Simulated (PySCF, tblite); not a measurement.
# BH₆NSi− (doublet): geometry, infrared bands and EPR parameters

Aim: predict the infrared bands and EPR parameters of BH₆NSi− (doublet) (`[BH2-]N[SiH3]`).

Programs: tblite 0.8.0 and PySCF 2.14.0, with density-fitted response routines of our own. Each step states its level of theory. These are calculated values for one molecule in the gas phase, unless marked as measured. Atoms are numbered from 0 throughout.

### 1 Starting geometry

9 atoms, charge -1, multiplicity 2; geometry from: force field or distance geometry start.

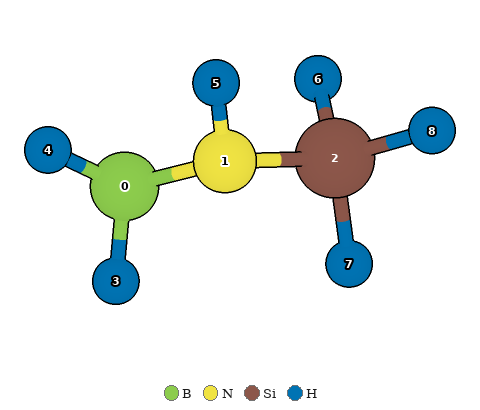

The starting geometry (boron green, nitrogen yellow, silicon brown, hydrogen blue), atoms numbered.

### 2 Geometry optimisation with GFN2-xTB

What the job is given:

```
{"job": {"kind": "relax", "xc": "GFN2-xTB", "basis": "xTB"}, "charge": -1, "multiplicity": 2}
B      1.350000    -0.564400    -0.169000
N      0.471200     0.633800     0.248500
Si    -1.225600     0.143700     0.042900
H      1.533400    -0.507200    -1.352100
H      2.389400    -0.528600     0.405000
H      0.610900     0.764500     1.282200
H     -1.524700    -1.045100     0.842800
H     -1.487400    -0.133400    -1.376000
H     -2.103600     1.242800     0.477700
```

Started as:

```
$ OMP_NUM_THREADS=1 python probes_run.py task.json out
```

This one command runs all jobs of the session in turn.

Output:

```text
step      E/eV     max force
  0    -246.60658    1.808
  1    -246.73066    0.953
  2    -246.79790    0.966
  3    -246.83304    0.851
  4    -246.98622    1.063
  5    -247.02692    0.690
  6    -247.07462    0.517
  7    -247.09446    0.582
  8    -247.12750    0.464
  9    -247.14779    0.467
 10    -247.16629    0.514
 11    -247.18924    0.474
 12    -247.21045    0.409
 13    -247.22279    0.411
 14    -247.23629    0.343
 15    -247.24598    0.336
 16    -247.25627    0.363
 17    -247.26701    0.513
 18    -247.28054    0.568
 19    -247.29751    0.481
 20    -247.31517    0.336
 21    -247.32845    0.271
 22    -247.33881    0.357
 23    -247.34929    0.403
 24    -247.36075    0.409
 25    -247.37512    0.407
 26    -247.39110    0.314
 27    -247.40168    0.263
 28    -247.40769    0.286
 29    -247.41374    0.232
 30    -247.41880    0.177
 31    -247.42514    0.214
 32    -247.43152    0.210
 33    -247.43720    0.218
 34    -247.44092    0.229
 35    -247.44392    0.210
 36    -247.44802    0.215
 37    -247.45368    0.255
 38    -247.45890    0.286
 39    -247.46396    0.209
 40    -247.46765    0.161
 41    -247.47136    0.148
 42    -247.47543    0.161
 43    -247.47856    0.148
 44    -247.48111    0.125
 45    -247.48345    0.130
 46    -247.48551    0.108
 47    -247.48677    0.084
 48    -247.48745    0.070
 49    -247.48803    0.079
 50    -247.48864    0.070
 51    -247.48910    0.054
 52    -247.48936    0.037
 53    -247.48948    0.027
 54    -247.48958    0.031
 55    -247.48971    0.034
 56    -247.48992    0.045
 57    -247.49022    0.060
 58    -247.49058    0.075
 59    -247.49096    0.066
 60    -247.49132    0.051
 61    -247.49165    0.052
 62    -247.49197    0.062
 63    -247.49231    0.068
 64    -247.49276    0.068
 65    -247.49331    0.069
 66    -247.49374    0.059
 67    -247.49393    0.033
 68    -247.49399    0.024
 69    -247.49403    0.027
 70    -247.49411    0.029
 71    -247.49421    0.028
 72    -247.49429    0.020
 73    -247.49431    0.009
```

It took 0.19 s on 1 thread of Arm Neoverse V2, shared host.

Along the way: (not every step is listed)

```tsv
step	energy from step 0 (eV)	largest force (eV/Å)
0	0.0000	1.8077
1	-0.1241	0.9533
2	-0.1913	0.9664
3	-0.2265	0.8505
4	-0.3796	1.0626
5	-0.4203	0.6900
6	-0.4680	0.5171
7	-0.4879	0.5821
8	-0.5209	0.4645
14	-0.6297	0.3429
20	-0.7086	0.3362
26	-0.7845	0.3143
32	-0.8249	0.2099
38	-0.8523	0.2861
44	-0.8745	0.1250
50	-0.8821	0.0705
56	-0.8833	0.0446
62	-0.8854	0.0622
68	-0.8874	0.0237
69	-0.8875	0.0266
70	-0.8875	0.0288
71	-0.8876	0.0284
72	-0.8877	0.0202
73	-0.8877	0.0086
```

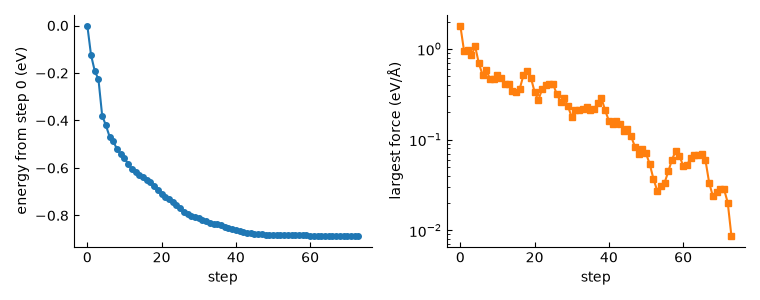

Energy and largest force along the relaxation.

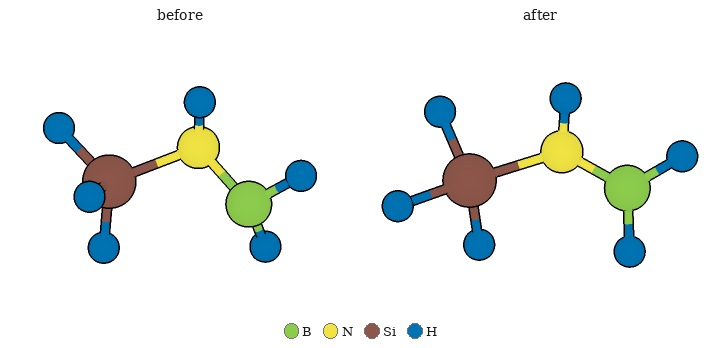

Before and after, at one scale.

Distances of close pairs at the start and the end, largest changes first:

```tsv
bond	before (Å)	after (Å)	change (Å)
B0–N1	1.543	1.393	-0.150
Si2–H6	1.464	1.566	+0.103
N1–H5	1.051	1.015	-0.036
Si2–H8	1.472	1.495	+0.022
N1–Si2	1.778	1.799	+0.021
Si2–H7	1.469	1.485	+0.016
B0–H4	1.188	1.202	+0.014
B0–H3	1.199	1.190	-0.009
```

The end geometry stands in the next job.

### 3 Infrared spectrum with GFN2-xTB

What the job is given:

```
{"job": {"kind": "ir", "xc": "GFN2-xTB", "basis": "xTB"}, "charge": -1, "multiplicity": 2}
B      1.614204    -0.216526    -0.242820
N      0.460485     0.309432     0.334714
Si    -1.288695    -0.079051     0.177639
H      1.544261    -0.926607    -1.195252
H      2.695530     0.013886     0.229356
H      0.630130     0.852563     1.175210
H     -2.613834    -0.871073     0.442537
H     -1.271701    -0.285850    -1.293006
H     -1.756817     1.209219     0.773681
```

Output:

```text
mode    cm-1     km/mol
  1     176.8     13.16
  2     270.9      4.96
  3     290.9     94.63
  4     399.1    117.56
  5     454.4     27.56
  6     551.6     81.93
  7     610.9     61.42
  8     722.9    133.48
  9     756.9     35.16
 10     906.7    133.48
 11     920.5    735.56
 12    1044.8     47.92
 13    1133.2    228.97
 14    1248.8    143.31
 15    1289.9    116.01
 16    1311.2    614.34
 17    1910.5    478.50
 18    1993.4    340.92
 19    2294.9    614.92
 20    2424.7    377.60
 21    3343.5     54.90
```

Run time: 0.1 s. Hardware: 1 thread of Arm Neoverse V2, shared host.

The strongest bands and the atoms that carry them (share of the mass-weighted mode):

```tsv
cm⁻¹	km/mol	atoms
920	735.6	H8 37 %, H7 35 %, H6 18 %
1133	229.0	H4 34 %, H3 30 %, N1 23 %
1249	143.3	H5 56 %, B0 20 %, H4 11 %
1311	614.3	H6 76 %
1910	478.5	H8 95 %
1993	340.9	H7 95 %
2295	614.9	H4 89 %
2425	377.6	H3 90 %
```

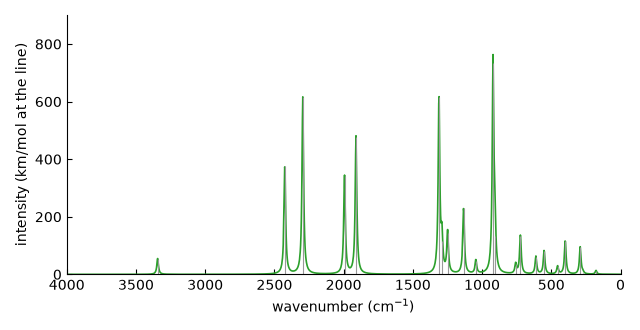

The infrared spectrum from these modes, unscaled. Lines are broadened to a width of 14 cm⁻¹ (Lorentzian).

### 4 g tensor and hyperfine couplings: B3LYP/pcH-1

Same as in step 3 but for these lines:

```diff
@@ -1,2 +1,2 @@
-{"job": {"kind": "ir", "xc": "GFN2-xTB", "basis": "xTB"}, "charge": -1, "multiplicity": 2}
+{"job": {"kind": "epr", "basis": "pcH-1"}, "charge": -1, "multiplicity": 2}
 B      1.614204    -0.216526    -0.242820
```

Level: UKS B3LYP, pcH-1 on B H N Si, non-relativistic, mean-field spin-orbit, GIAO.

Output:

```text
UKS, coarse grid
  cycle   1  E = -372.64928475  |g| = 3.68e-01
  cycle   2  E = -372.55974313  |g| = 5.82e-01
  cycle   3  E = -372.72454021  |g| = 8.83e-02
  cycle   4  E = -372.72784272  |g| = 3.34e-02
  cycle   5  E = -372.72853916  |g| = 1.03e-02
  cycle   6  E = -372.72862060  |g| = 2.67e-03
  cycle   7  E = -372.72862900  |g| = 1.15e-03
  cycle   8  E = -372.72863136  |g| = 3.00e-04
UKS, final grid
  cycle   1  E = -372.72862379  |g| = 3.18e-04
  cycle   2  E = -372.72862371  |g| = 5.78e-04
  cycle   3  E = -372.72862389  |g| = 7.85e-05
  cycle   4  E = -372.72862390  |g| = 4.44e-05
  cycle   5  E = -372.72862390  |g| = 7.75e-06
E = -372.72862390 Eh   <S^2> = 0.7546 (exact 0.7500)
g shifts (ppm)      1          2          3
  rmc          -102       -102       -102
  gc              9         14         21
  oz_so        -459       1090       1718
  total        -551       1002       1637
hyperfine (MHz)  atom isotope    a_iso     a_fc   dipolar eigenvalues
    0   11B      13.90      13.92    -11.58    -10.48     22.06
    1   14N      63.87      63.88     -6.07     -0.03      6.10
    2  29Si    -349.34    -350.01    -85.38     36.67     48.71
    3    1H     -12.89     -12.89     -4.08     -0.57      4.65
    4    1H     -11.86     -11.86     -6.29      0.78      5.50
    5    1H       1.32       1.32     -5.69     -1.47      7.16
    6    1H     162.52     162.50     -7.25     -0.39      7.65
    7    1H     -23.09     -23.11     -5.98     -1.22      7.19
    8    1H     -28.17     -28.19     -6.69     -1.64      8.33
```

It took 12 s on 1 thread of Arm Neoverse V2, shared host; peak memory 0.48 GiB.

Principal g values 2.00177, 2.00332, 2.00396; g(iso) = 2.00302, against 2.00232 for a free electron.

Hyperfine couplings; where a row names several nuclei, a(iso) is their mean (it holds for fast rotation or exchange) and the dipolar term the largest among them:

```tsv
nuclei	isotope	a(iso) (MHz)	a(iso) (G, at g = 2.0023)	largest dipolar term (MHz)
Si2	29Si	-349.3	-124.7	-85.4
N1	14N	63.9	22.8	6.1
H6, H7, H8	1H	37.1	13.2	8.3
B0	11B	13.9	5.0	22.1
H3, H4	1H	-12.4	-4.4	-6.3
H5	1H	1.3	0.5	7.2
```

Mulliken spin populations:

```tsv
atom	value (e)
B0	0.25
N1	-0.05
Si2	0.76
H3	-0.01
H4	-0.02
H5	0.02
H6	0.11
H7	-0.03
H8	-0.03
```

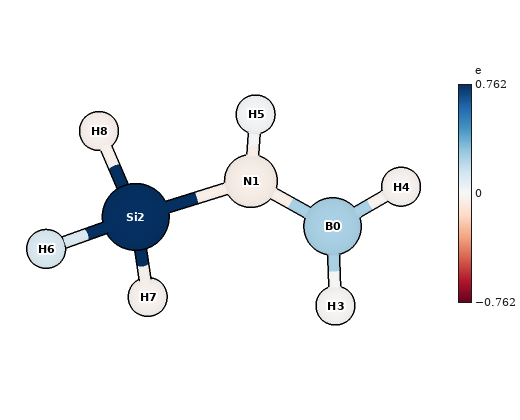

Mulliken spin populations, as colours on the atoms.

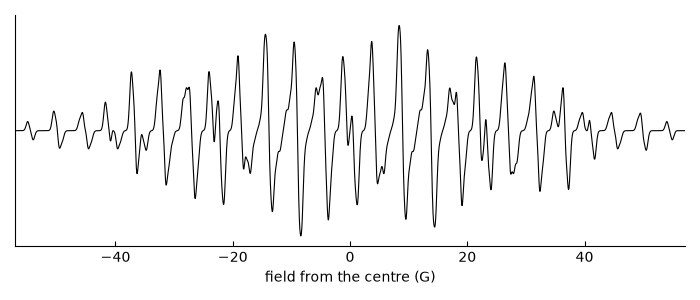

First-order isotropic spectrum (first derivative, main isotopes with spin only, couplings over 0.8 MHz, Gaussian width 0.3 G; couplings of the frozen geometry, rotation of groups not averaged beyond the rows shown).

The fields below are evaluated on a grid from the run's orbitals.

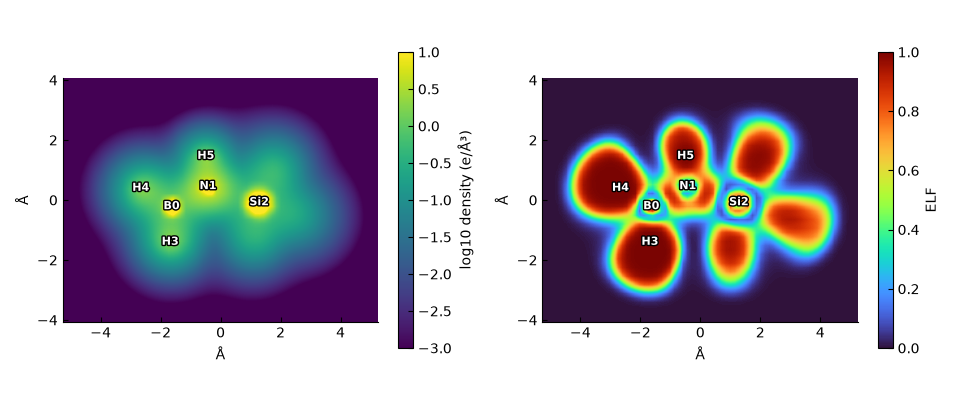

Density (left) and ELF (right) in a plane through or near 6 of the atoms.

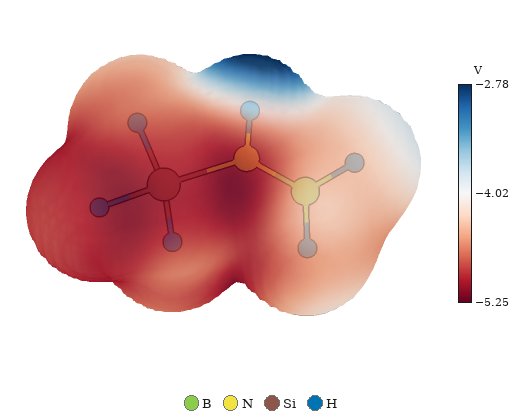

The potential that a unit positive charge feels on the 0.002 e/bohr³ surface, from -5.25 V near N1 to -2.78 V near H5.

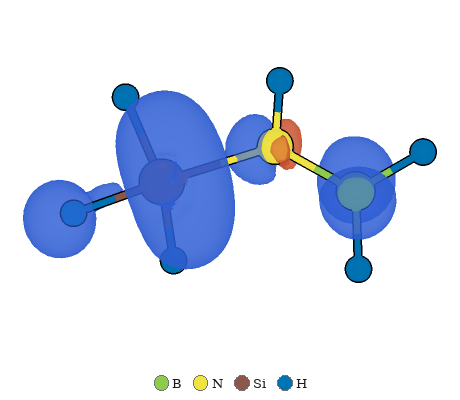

Spin density at ±0.03 e/Å³ (alpha excess blue, beta excess red).

### 5 Results

| quantity | value |
| --- | --- |
| strongest single infrared mode (GFN2-xTB) | 920 cm⁻¹, 736 km/mol |
| zero-point energy (GFN2-xTB) | 34.4 kcal/mol |
| g(iso) (B3LYP) | 2.00302 |
| ⟨S²⟩ | 0.755 (exact 0.75) |
| largest a(iso) (averaged by class) | 29Si on Si2, -349.3 MHz |

Relaxing lowered the energy by 0.888 eV in 73 steps; the close pair that moved most is B0–N1, from 1.543 to 1.393 Å. No mode is imaginary among the 21: a minimum at this level. The strongest single mode, at 920 cm⁻¹, moves mainly H8 and H7. GFN2-xTB is a fitted tight-binding method: band positions and strengths are rough. Its intensities can rank the bands wrongly. The largest share of the spin, 0.76 e, sits on Si2. The isotropic g lies 0.7 ppt above the free-electron value. The records flag this anion as possibly unbound in the gas phase, so the basis may hold the extra electron.
